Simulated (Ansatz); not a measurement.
# RbSbS3 (model cell, started as cubic perovskite with Sb in the octahedra): a soft mode frozen in, part 3 of 3

Wanted: the energy along a soft mode of RbSbS3 (model cell, started as cubic perovskite with Sb in the octahedra) and the structure at the end.

Ansatz 0.2.0; DFT PBEsol, scalar-relativistic, plane waves, PAW; PAW set soft_1.

So far. Step 5 (Energy along the mode, all amplitudes (two of the runs …): The lowest of the steps tried is at 0.45 Å, 14.3 meV/atom below the parent; the bottom of the well need not coincide with a step. Step 7 (The new phase in its own primitive cell): The largest force component left is 0.33 meV/Å and the pressure is 0.000 GPa, within the tolerances set. The cell now holds 25.67 Å³/atom. The relaxed cell has a, b, c = 10.290, 10.304, 4.842 Å (conventional setting).

The structure was built from a prototype and need not be the compound's stable phase.

## (8) Modes of the new phase, k-mesh 6×6×8

A relaxed structure may still be a saddle point, so its zone-centre modes are computed. No field response is asked, since the mesh shows no gap.

The input, input.yaml:

```yaml
crystal:
  lattice:
    - [5.1451522117, -5.1518327209, 0.0]
    - [5.1451522117, 5.1518327209, 0.0]
    - [0.0, 0.0, 4.8416177178]
  atoms:
    - { symbol: Rb, position: [0.2331345741, 0.7668654259, 0.0] }
    - { symbol: Rb, position: [0.7668654259, 0.2331345741, 0.0] }
    - { symbol: Sb, position: [0.2462898498, 0.2462898498, 0.5] }
    - { symbol: Sb, position: [0.7537101502, 0.7537101502, 0.5] }
    - { symbol: S, position: [0.5, 0.0, 0.5] }
    - { symbol: S, position: [0.0, 0.5, 0.5] }
    - { symbol: S, position: [0.0, 0.0, 0.5] }
    - { symbol: S, position: [0.5, 0.5, 0.5] }
    - { symbol: S, position: [0.321640628, 0.321640628, 0.0] }
    - { symbol: S, position: [0.678359372, 0.678359372, 0.0] }
kpoints:
  mp_grid: { grid: [6, 6, 8] }
hamiltonian:
  xc: pbesol
  pseudopotentials: { kind: paw, azcp: { folder: soft_1 }, xc_functional: pbe }
scf:
  occupations: { method: methfessel_paxton, width: 0.2 }
output:
  eigenvalues: true
phonons:
  method: dfpt
```

Command:

```
> ansatz run input.yaml --threads 8 --pin off --max-ram 16384MiB --backend cpu --events-out ev --progress --plain --runs-dir out
```

Numbers of over 12 decimals in the logs are rounded to 6 here.

The program printed:

```text
zone centre: on kpoints.mp_grid the ground state, and the responses unless they are solved on pairs of k-points, stand on 100 of the mesh's 288 k-points, reduced under 2 symmetry operations, with k and −k counted as one. Each operation leaves every solved displacement unchanged or reverses it
[...]
Crystal: 10 atoms, lattice volume = 256.673 Å³
Basis set: ecut = 420 eV, 5029 PW (Γ), exchange–correlation on 100×100×72 points (8 copies of the dense FFT grid, shifted against one another)
Bands: 52, of which v1, the nominal top of the filled ones, is band 42 counted from 1 (41 counted from 0)
Symmetry: 8 space group operations
k-points: 100 of 288 (irreducible under 2 space group operations, time reversal used)
[...]
SCF iter   1: F=—  HF=-24566.467412 eV  |F-HF|=—  |Δ(HF+E_count)|=         —  Δρ=3.70e-2  dr2=9.73e0  ethr=3.10e-3  ⟨swp⟩=10.9  Hψ=26514  notcnv=0
[...]
SCF iter  16: F=-24562.927429 eV  HF=-24562.927429 eV  |F-HF|=7.28e-12  |Δ(HF+E_count)|=  3.64e-12  S|Δr|=    0.00e0  Δρ=2.77e-8  dr2=3.81e-12  ethr=1.00e-12  ⟨swp⟩=19.5  Hψ=35884  notcnv=0
SCF 1 converged in 16 iterations: F = -24562.927429 eV  dr2 = 3.81e-12
[...]
DFPT response loops at Γ: preconditioner auto → Kerker (q_TF=auto, 2.265 Å⁻¹) (partly filled bands, converged f_vac=0.011); β = 1.00, the filter's whole step (`scf.mixing.beta` (0.50) is not read by the response loops under this deck's `scf.mixing.preconditioner`; to damp them name `kerker` or `kerker_dos`, under which they read `scf.mixing.beta`, and type it under 1.00, their step now; both keys bind the ground state too); Broyden in place of MSR1
SCF converged after 16 iterations
[...]
Free energy (F): -24562.927429 eV
[...]
Internal energy: -24562.919347 eV  (E = F + TS)
E sigma→0 (E₀):  -24562.925409 eV
Entropy (-TS):   -0.008083 eV (-0.808 meV/atom)
Fermi energy:    5.690333 eV
[...]
--- Band table (eV; the first three rows and the last of 100) ---
  k-point 0: bands = [... 38 lower, 4.9248, 5.0508, 5.2278, 5.5171, 5.9152, 6.8308, 7.6550, 7.8745, ... 6 higher]
  k-point 1: bands = [... 38 lower, 4.9400, 5.0183, 5.1863, 5.7080, 5.9224, 6.8480, 7.5910, 7.8077, ... 6 higher]
  k-point 2: bands = [... 38 lower, 4.8938, 5.1068, 5.2437, 5.9410, 6.3734, 6.9262, 7.3922, 7.7670, ... 6 higher]
  k-point 99: bands = [... 38 lower, 4.8652, 4.8742, 5.6629, 5.7959, 6.6914, 6.8797, 7.7505, 8.5846, ... 6 higher]
--- Phonons (Γ-DFPT): 18 representative perturbations + reference, on 100 of 288 k-points (Σ response iterations 54) ---
  k mesh reduced under 2 symmetry operations, with k and −k counted as one. Each operation leaves every solved displacement unchanged or reverses it
  ASR residual: 3.357e-5 → 0.000e0 eV/Å²; symmetrization residual: 7.863e-6 eV/Å²
  ASR residual per site (eV/Å²): 1.11e-5 1.11e-5 3.36e-5 3.36e-5 9.87e-6 9.87e-6 1.80e-5 1.25e-5 1.22e-5 1.22e-5
  Γ frequencies (cm⁻¹): -98.07 -75.56 -66.16 -51.87 -32.03 -27.48 -2.55 0.00 0.00 0.00 41.23 57.30 58.86 63.03 65.39 75.89 77.67 95.04 103.79 107.94 118.40 129.94 143.93 164.57 170.50 173.12 180.94 208.73 243.42 263.45
  non-analytic LO–TO correction: not included (Born effective charges unavailable; polar crystals: no LO–TO splitting at Γ)
```

It took 5.4 min on 8 threads of Arm Neoverse V2, shared host; peak memory 4.1 GiB.

Numbers from this step:

- sum-rule residual before enforcement: 3.36e-5 eV/Å²
- point group: mmm
- highest optical mode at the zone centre (no LO-TO term): 263.4 cm⁻¹
- lowest optical zone-centre mode: -98.07 cm⁻¹

Patterns of degenerate modes are one choice out of their space. Modes at Γ, with each element's share of the kinetic energy (negative means imaginary):

| mode | frequency (cm⁻¹) | symmetry | Rb % | Sb % | S % |
| --- | --- | --- | --- | --- | --- |
| 1 | -98.1 | B2u | 4 | 50 | 46 |
| 2 | -75.6 | B1u | 0 | 0 | 99 |
| 3 | -66.2 | B1u | 5 | 33 | 63 |
| 4 | -51.9 | Au | 0 | 0 | 100 |
| 5 | -32.0 | B2g | 0 | 61 | 39 |
| 6 | -27.5 | B3u | 9 | 30 | 61 |
| 7 | -2.5 | B2u | 3 | 0 | 96 |
| 8 | 0.0 | acoustic | 28 | 40 | 32 |
| 9 | 0.0 | acoustic | 28 | 40 | 32 |
| 10 | 0.0 | acoustic | 28 | 40 | 32 |
| 11 | 41.2 | B1g | 71 | 0 | 29 |
| 12 | 57.3 | B2u | 4 | 3 | 93 |
| 13 | 58.9 | B1u | 38 | 10 | 53 |
| 14 | 63.0 | B3g | 100 | 0 | 0 |
| 15 | 65.4 | B2u | 3 | 3 | 95 |
| 16 | 75.9 | Ag | 84 | 3 | 13 |
| 17 | 77.7 | B3u | 61 | 7 | 32 |
| 18 | 95.0 | B1g | 25 | 20 | 55 |
| 19 | 103.8 | B1u | 29 | 0 | 71 |
| 20 | 107.9 | B2u | 56 | 2 | 41 |
| 21 | 118.4 | B3u | 2 | 11 | 87 |
| 22 | 129.9 | Ag | 16 | 12 | 72 |
| 23 | 143.9 | B1g | 4 | 80 | 16 |
| 24 | 164.6 | B3u | 0 | 11 | 89 |
| 25 | 170.5 | Ag | 0 | 85 | 15 |
| 26 | 173.1 | B2g | 0 | 39 | 61 |
| 27 | 180.9 | B2u | 1 | 2 | 97 |
| 28 | 208.7 | B3u | 0 | 1 | 99 |
| 29 | 243.4 | B1u | 0 | 17 | 83 |
| 30 | 263.4 | B3u | 0 | 0 | 100 |

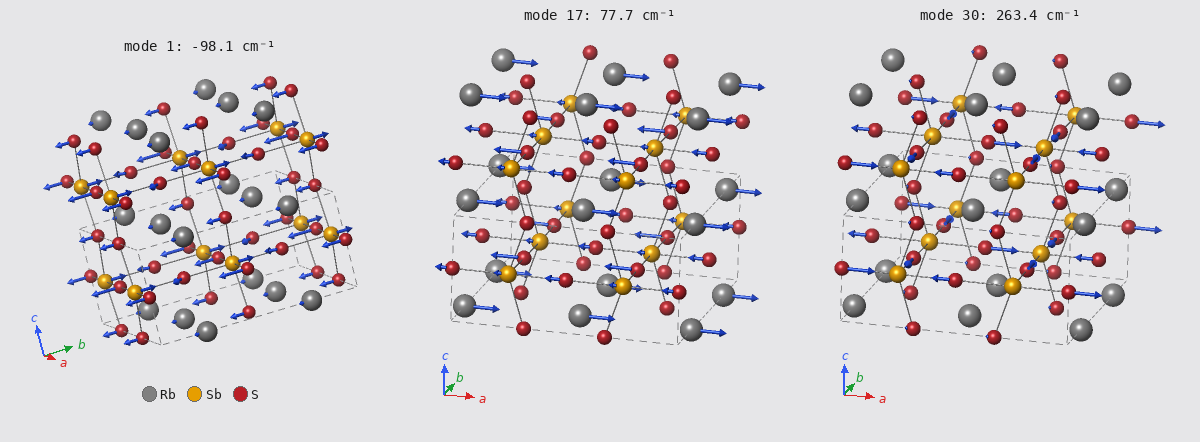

Displacement patterns of modes 1, 17 and 30 at Γ; arrows are exaggerated. 1×1×2 conventional cells are drawn. Some periodic images of atoms are drawn too.

Before it was imposed, the acoustic sum rule was missed by 3.4e-5 eV/Å². Small misses are needed for a sound result but don't prove that mesh and cutoff are converged. The lowest optical mode is imaginary, 98.1i cm⁻¹, so the energy falls along it.

## (9) Results

```yaml
unstable_mode_of_the_parent: q = (0, -0.5, -0.5), 120i cm⁻¹
depth_at_the_lowest_point_sampled: 14.3 meV/atom
largest_atomic_shift_at_that_point: 0.45 Å
space_group_reached_within_0p01_a: Cmmm
energy_gained_over_the_parent_first_relaxation_on_the_mesh_of_the_frozen_mode: 28.1 meV/atom
volume_per_atom_phase_reached: 25.7 Å³
lowest_optical_zone_centre_mode_phase_reached: -98.1 cm⁻¹
highest_optical_mode_at_the_zone_centre_no_lo_to_term_phase_reached: 263 cm⁻¹
```

Along this mode the structure falls into Cmmm, 28.1 meV/atom below the parent. At the parent's cell the well is 14.30 meV/atom deep on the steps tried, with its lowest point at a shift of 0.45 Å. Relaxing atoms and cell changes the gain by +13.78 meV/atom against the lowest step (energies at zero smearing). The new phase still has an imaginary mode at the zone centre of its cell, so it is a saddle point on the way to a lower structure. Of the 4 patterns followed to their end from this parent, this one ends 9.29 meV/atom above the lowest, P4_2/mmc. Each path keeps the symmetry of its pattern, so a lower phase may lie along a pattern not tried. With no gap, or one that is small against the smearing, the frequencies hang on the k mesh and the smearing, most of all near Kohn anomalies. Spin-orbit coupling is left out, which can matter for the heavy elements here. The PAW files were made for PBE and serve the other functionals too. A phonon run warned that its eigensolver left some bands unconverged in a pass. The starting cell was built on a prototype and not taken from a measurement, so the phase need not exist.

[Logs are printed without paths, hosts, clocks, repeated set-up lines and the standing remarks that a program may print on its own settings, such as how far it seeks lower states.]

[Hosts, paths, dates, database ids (printed as entryN), source tags and the programs' standing remarks are cut or masked in the printed files.]
